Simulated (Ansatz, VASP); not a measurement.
# NaB3: VASP beside Ansatz

Aim: how closely do two programs agree when they are given the same cell, functional and k mesh? The cell is invented: other elements were put on sites of a known structure type. It may not be a known or stable phase. The cell is taken from a series of VASP runs on this material, whose earlier steps may have relaxed, scaled or displaced it; both programs get it as it stands. Valence electrons are named where the data sets of a main pair hold unlike numbers.

Main program and level: Ansatz 0.2.0; plane waves, with VASP 6.6.1 beside it; band structure at HSE06.

### 1. The structure

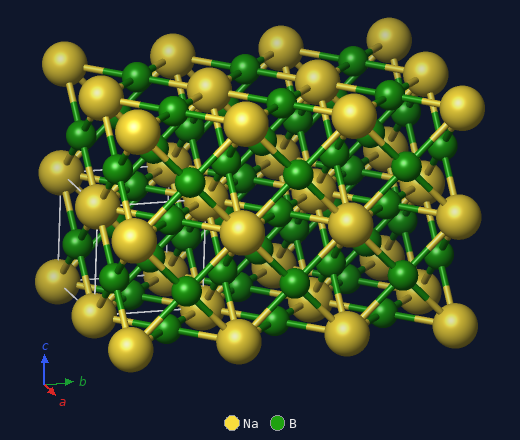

The starting structure, seen slightly off an axis (sodium yellow, boron green). 2×3×2 cells are drawn. Some periodic images of atoms are drawn too.

### 2. Ansatz: band structure, HSE06

Ansatz runs on its default PAW (the set named soft_2) files.

With cell and atoms fixed, the geometry can't cause a difference; cores, projectors, grids and the points listed under the comparison can.

input.yaml reads:

```yaml
crystal:
  lattice:
    - [3.274017763, 0.0, 0.0]
    - [0.0, 3.274017763, 0.0]
    - [0.0, 0.0, 3.274017763]
  atoms:
    - { symbol: Na, position: [0.0, 0.0, 0.0] }
    - { symbol: B, position: [0.0, 0.5, 0.5] }
    - { symbol: B, position: [0.5, 0.0, 0.5] }
    - { symbol: B, position: [0.5, 0.5, 0.0] }
hamiltonian:
  xc: { exchange: pbe, correlation: pbe, exx: { coeff: 0.25, omega: 0.2 } }
  pseudopotentials: { kind: paw }
kpoints:
  mp_grid: { grid: [4, 4, 4] }
  band_path:
    path:
      - [0.0, 0.0, 0.0]
      - [0.0, 0.3, 0.0]
      - [0.0, 0.5, 0.0]
      - [0.3, 0.5, 0.0]
      - [0.5, 0.5, 0.0]
      - [0.2, 0.2, 0.0]
      - [0.1, 0.1, 0.1]
      - [0.4, 0.4, 0.4]
      - [0.4, 0.5, 0.4]
      - [0.1, 0.5, 0.1]
      - [0.5, 0.5, 0.1]
      - [0.5, 0.5, 0.5]
    npoints: 1
scf:
  occupations: { method: fermi_dirac, width: 0.05 }
  n_extra_bands: 8
output:
  forces: true
  stress: true
  eigenvalues: true
```

The run is started by

```
ansatz run input.yaml --threads 4 --pin off --max-ram 9216MiB --backend cpu --events-out ev --progress --plain --runs-dir out
```

Numbers of over 12 decimals in the logs are rounded to 6 here.

What it wrote:

```text
Warning: output.stress: scf.convergence.dr2_threshold = 1e-7 eV (the SCF's general default) is looser than the 4e-10 eV advised for a printed stress (1e-10 eV for each atom of the cell: 4). What an SCF threshold leaves in a stress goes as its square root, and in the free energy as the threshold itself, and one threshold admits the most on a small cell: [figures from the program's tests cut] Set scf.convergence.dr2_threshold to 4e-10 eV or tighter. The threshold is an SCF's pass mark: one that does not reach it within its budget of iterations ends unconverged, or closes short of it on a stop that the run arms, and scf.convergence.dr2_threshold's page says what that costs each kind of run
Warning: output.stress: scf.exx.energy_threshold = 1e-6 eV is looser than the 4e-8 eV advised for a stress under a hybrid functional (1e-8 eV for each atom of the cell: 4). Every SCF of the exchange loop can meet its threshold on dr2 while the loop round them stops early: no threshold on dr2 bounds what that leaves in the stress. Set scf.exx.energy_threshold to 4e-8 eV or tighter. The threshold is the loop's pass mark: a loop that does not reach it within its budget of cycles ends unconverged, and scf.exx.energy_threshold's page has the law
scf.n_extra_bands = 8 over 9 filled bands (N_el = 18.0): the run solves 17 bands
Engine: ansatz 0.2.0, aarch64-unknown-linux-gnu
Pseudopotentials: kind: paw
Pseudopotential: Na, paw, valence charge 9, recommended cutoff 420 eV (normal), Na.paw.azcp
Pseudopotential: B, paw, valence charge 3, recommended cutoff 420 eV (normal), B.paw.azcp
Functional definition: unnamed
  parameter a_1 = 0.25
  parameter omega_1 = 0.2/angstrom
  exchange = pbe_x + (-a_1)*pbe_x_sr(omega_1) + a_1*exact_x_sr(omega_1)
  correlation = pbe_c
Crystal: 4 atoms, lattice volume = 35.095 Å³
Basis set: ecut = 420 eV, 691 PW (Γ), exchange–correlation on 48×48×48 points (8 copies of the dense FFT grid, shifted against one another)
Bands: 17, of which v1, the nominal top of the filled ones, is band 9 counted from 1 (8 counted from 0)
Symmetry: 48 space group operations
Space group: Pm-3m (ITA 221), of the structure as read, at distance tolerance 3.3e-5 Å
k-points: 10 of 64
Non-local potential: Na, projectors of the file, l = 0: 3, l = 1: 2, l = 2: 1
Non-local potential: B, projectors of the file, l = 0: 2, l = 1: 2, l = 2: 1
PAW form: soft (Blöchl's): semilocal exchange-correlation on the pseudo side does not see the compensation charge
PAW frozen core: Na, regenerated for the run's functional, and the local potential with it (the file was generated under x = pbe(κ = 0.804, μ = 0.219515), c = pbe(β = 0.066725))
PAW frozen core: B, regenerated for the run's functional, and the local potential with it (the file was generated under x = pbe(κ = 0.804, μ = 0.219515), c = pbe(β = 0.066725))
PAW one-centre angular grid: Na, 110 points (default); XC on 96 Gauss nodes
PAW one-centre angular grid: B, 110 points (default); XC on 64 Gauss nodes
Initial density: superposition of atomic densities (neutral atoms: chi_scale 0, normalization atom), corrected by the library's trained network
Initial wavefunctions: pseudopotential atomic-orbital guess
Functional: x = pbe(κ = 0.804, μ = 0.219515), c = pbe(β = 0.066725), warm-up for x = pbe(κ = 0.804, μ = 0.219515) + 0.25 (exact − pbe) at short range (hse, ω = 0.2 Å⁻¹), c = pbe(β = 0.066725)
SCF iter   1: F=—  HF=-1946.672759 eV  |F-HF|=—  |Δ(HF+E_count)|=         —  Δρ=3.52e-3  dr2=2.95e-3  ethr=1.77e-3  ⟨swp⟩=6.4  Hψ=663  notcnv=0
preconditioner: auto → none  [metal: Δε(μ)=0.253 eV  Ē_g=17.903 eV  σ=0.050 eV  W_gap=0.50  n_scr=6 (ndim 8)  ℏωp=25.1 eV  f_vac=0.000  D(μ)=2.10/eV (n_scr^D=18)  sad-step TF]
SCF iter   2: F=—  HF=-1946.672830 eV  |F-HF|=—  |Δ(HF+E_count)|=   7.09e-5  Δρ=2.16e-3  dr2=1.18e-3  ethr=1.64e-5  ⟨swp⟩=3.1  Hψ=303  notcnv=0  defer=1
iter 3 solved again at ethr=1.56e-7 eV; its pass at ethr=6.55e-6 eV (dr2=2.80e-5 eV) is discarded
SCF iter   3: F=—  HF=-1946.672882 eV  |F-HF|=—  |Δ(HF+E_count)|=   5.24e-5  Δρ=3.11e-4  dr2=2.80e-5  ethr=1.56e-7  ⟨swp⟩=2.6  Hψ=575  notcnv=0
SCF iter   4: F=—  HF=-1946.672872 eV  |F-HF|=—  |Δ(HF+E_count)|=   9.79e-6  Δρ=5.22e-5  dr2=3.23e-7  ethr=1.55e-7  ⟨swp⟩=3.0  Hψ=335  notcnv=0
SCF iter   5: F=—  HF=-1946.672872 eV  |F-HF|=—  |Δ(HF+E_count)|=   1.68e-7  Δρ=4.31e-6  dr2=5.89e-9  ethr=1.80e-9  ⟨swp⟩=3.0  Hψ=331  notcnv=0
SCF iter   6: F=-1946.672872 eV  HF=-1946.672872 eV  |F-HF|=1.58e-10  |Δ(HF+E_count)|=   1.15e-9  Δρ=1.06e-6  dr2=1.52e-10  ethr=3.27e-11  ⟨swp⟩=3.0  Hψ=301  notcnv=0
SCF 1 converged in 6 iterations: F = -1946.672872 eV  dr2 = 1.52e-10
  greatest PAW one-centre occupation: 1.001 electrons in one spin orbital (limit 2), on the Na atom at site 0 (counted from 0), in its partial waves of l = 1
Initial density: handed on by an earlier stage of this run
Initial wavefunctions: those handed on with the density
Functional: x = pbe(κ = 0.804, μ = 0.219515) + 0.25 (exact − pbe) at short range (hse, ω = 0.2 Å⁻¹), c = pbe(β = 0.066725)
Exchange kernel: α = 0.2500, screened, ω = 0.2000 Å⁻¹, Wigner–Seitz truncation, v(0) = 1073.3096 eV·Å³, q-mesh 4×4×4, nearest image of the exchange supercell L = 13.10 Å, pair-density grid 15×15×15, without the augmentation charges, whose exchange is taken in its separable form by FFT convolution over the k-point mesh (sized by the pseudopotential files, 24×24×24 at the most), smooth part of the exact exchange by density-matrix convolution
Frozen-core exchange: fock
iter 1 solved again at ethr=7.71e-5 eV; its pass at ethr=1.00e-1 eV (dr2=1.39e-2 eV) is discarded
SCF iter   1: F=—  HF=-1946.557070 eV  |F-HF|=—  |Δ(HF+E_count)|=         —  Δρ=7.57e-3  dr2=1.46e-2  ethr=7.71e-5  ⟨swp⟩=3.5  Hψ=788  notcnv=0
preconditioner: auto → none  [metal: Δε(μ)=0.108 eV  Ē_g=12.839 eV  σ=0.050 eV  W_gap=0.43  n_scr=6 (ndim 8)  ℏωp=19.8 eV  f_vac=0.000  D(μ)=1.81/eV (n_scr^D=18)]
SCF iter   2: F=—  HF=-1946.551868 eV  |F-HF|=—  |Δ(HF+E_count)|=   5.20e-3  Δρ=2.96e-3  dr2=2.32e-3  ethr=7.71e-5  ⟨swp⟩=2.0  Hψ=297  notcnv=0
SCF iter   3: F=—  HF=-1946.550923 eV  |F-HF|=—  |Δ(HF+E_count)|=   9.45e-4  Δρ=6.25e-4  dr2=9.04e-5  ethr=1.28e-5  ⟨swp⟩=3.0  Hψ=416  notcnv=0
SCF iter   4: F=—  HF=-1946.550871 eV  |F-HF|=—  |Δ(HF+E_count)|=   5.29e-5  Δρ=1.82e-4  dr2=6.57e-6  ethr=4.59e-7  ⟨swp⟩=3.0  Hψ=340  notcnv=0
SCF iter   5: F=-1946.550867 eV  HF=-1946.550868 eV  |F-HF|=3.98e-7  |Δ(HF+E_count)|=   2.81e-6  Δρ=2.21e-5  dr2=2.34e-7  ethr=3.29e-8  ⟨swp⟩=3.0  Hψ=397  notcnv=0
SCF 2 stopped early in 5 iterations: F = -1946.550867 eV  dr2 = 2.34e-7
hybrid outer 1: dexx = +3.468e-3 eV, tail = 7.10e-6 eV
Exchange kernel: α = 0.2500, screened, ω = 0.2000 Å⁻¹, Wigner–Seitz truncation, v(0) = 1073.3096 eV·Å³, q-mesh 4×4×4, nearest image of the exchange supercell L = 13.10 Å, pair-density grid 15×15×15, without the augmentation charges, whose exchange is taken in its separable form by FFT convolution over the k-point mesh (sized by the pseudopotential files, 24×24×24 at the most), smooth part of the exact exchange by density-matrix convolution
Frozen-core exchange: fock
SCF iter   1: F=—  HF=-1946.550860 eV  |F-HF|=—  |Δ(HF+E_count)|=         —  Δρ=5.63e-5  dr2=5.57e-7  ethr=1.97e-7  ⟨swp⟩=3.5  Hψ=408  notcnv=0
preconditioner: auto → none  [insulator: Δε(μ)=0.152 eV  Ē_g=12.825 eV  σ=0.050 eV  W_gap=0.57  n_scr=6 (ndim 8)  ℏωp=19.8 eV  f_vac=0.000  D(μ)=1.46/eV (n_scr^D=18)]
SCF iter   2: F=—  HF=-1946.550860 eV  |F-HF|=—  |Δ(HF+E_count)|=   8.41e-8  Δρ=1.17e-5  dr2=2.92e-8  ethr=2.82e-9  ⟨swp⟩=3.2  Hψ=345  notcnv=0
SCF iter   3: F=-1946.550860 eV  HF=-1946.550860 eV  |F-HF|=2.62e-9  |Δ(HF+E_count)|=   2.89e-8  Δρ=4.39e-6  dr2=2.55e-9  ethr=1.31e-10  ⟨swp⟩=3.1  Hψ=348  notcnv=0
SCF 3 converged in 3 iterations: F = -1946.550860 eV  dr2 = 2.55e-9
  Residual-converged pass: ⟨swp⟩=2.9  Hψ=276  notcnv=0  max |occ|·‖R‖ = 1.7e-6 eV (tolerance 2.4e-6 eV)  dr2=2.55e-9  dr2_onsite=2.75e-9  max |Δocc| = 1.1e-11
hybrid outer 2: dexx = +2.834e-7 eV, tail = 1.30e-8 eV, Δε = 2.44e-3 eV (about 1.38e-4 eV left of the loop's levels)
NSCF: frozen V_eff on 12 k-points
hybrid SCF converged: 2 outer / 8 inner (+6 warm-up), last move |dexx| = 2.83e-7 eV, tail = 1.30e-8 eV
Stability not checked: this state was not tested for a lower state beside it, because the functional holds exact exchange (a hybrid, or Hartree-Fock), whose exchange loop this test does not read (fock_operator; see scf.lower_state_search)
Free energy (F): -1946.550860 eV
Frozen-core exchange: fock
Harris-Foulkes:  -1946.550860 eV  (|F-HF|=2.62e-9)
Internal energy: -1946.538866 eV  (E = F + TS)
E sigma→0 (E₀):  -1946.544863 eV
Entropy (-TS):   -0.011994 eV (-2.998 meV/atom)
Fermi energy:    9.000687 eV
--- Per-component energies (eV) ---
  E_band       = -160.802315
  E_kinetic    = 248.264111
  E_local      = -1218.279958  (includes V_loc(G=0)·N_el)
  E_nonlocal   = 154.119696
  E_hartree    = 447.884716
  E_xc         = -106.934298
  E_vxc        = -128.477500  (∫ρ·V_xc dr)
  E_exx        = -57.082697  (= α·E_x^exact, valence–valence)
  E_paw        = -463.880891  (= ΣΔE_a)
  E_vpaw       = 1.968274  (= ΣTr[D̂ρ^β])
  E_aug_tail   = -0.000046  (compensation charges beyond the density's cutoff)
  E_ewald      = -950.557880
  E_core_change = -0.071619  (= ΣΔE_core)
  E_smearing   = -0.011994  (= −TS)
  E_closure    = -0.000000  (closes the sum)
  Σ components = -1946.550860   (vs F -1946.550860, Δ=2.27e-13)
--- Forces (eV/Å), atoms counted from 1 ---
  atom   1  Na    -0.00000000     0.00000000     0.00000000
  atom   2  B      0.00000000    -0.00000000     0.00000000
  atom   3  B      0.00000000     0.00000000     0.00000000
  atom   4  B      0.00000000     0.00000000    -0.00000000
  max |Σ_I F_I| component: 2.30e-31 eV/Å
--- Stress (GPa, compression-positive) ---
        1.055203       0.000000       0.000000
        0.000000       1.055203       0.000000
        0.000000       0.000000       1.055203
  P = ⅓ Tr σ = 1.0552 GPa (10.552 kbar)
--- Band table (eV; the first three rows and the last of 10) ---
  k-point 0: bands = [... 5 lower, 5.8505, 5.8505, 5.8505, 8.3258, 8.3258, 15.0232, 15.0232, 15.0232, ... 4 higher]
  k-point 1: bands = [... 5 lower, 1.9894, 6.5099, 6.5099, 8.9681, 11.6493, 13.2721, 13.2721, 13.3820, ... 4 higher]
  k-point 2: bands = [... 5 lower, -1.2489, 7.6075, 7.6075, 10.6760, 10.9045, 11.1652, 11.1652, 13.5924, ... 4 higher]
  k-point 9: bands = [... 5 lower, 3.5039, 3.5039, 3.5039, 4.7041, 4.7041, 4.7041, 17.1187, 20.1368, ... 4 higher]
```

It took 12 s on 4 threads of Arm Neoverse V1, shared host; peak memory 0.52 GiB.

In the SCF lines HF is the Harris–Foulkes energy and dr2 the Hartree energy of the density residual, in eV; the loop may stop once dr2 is under the threshold and the program's other checks hold. Hψ counts applications of the Hamiltonian.

[end of part 1 of 2]

[Lines on the potential files, build, host, timing and source positions are cut from VASP's logs without a mark.]

[Logs are printed without paths, hosts, clocks, repeated set-up lines and the standing remarks that a program may print on its own settings, such as how far it seeks lower states.]

[Hosts, paths, dates, database ids (printed as entryN), source tags and the programs' standing remarks are cut or masked in the printed files.]
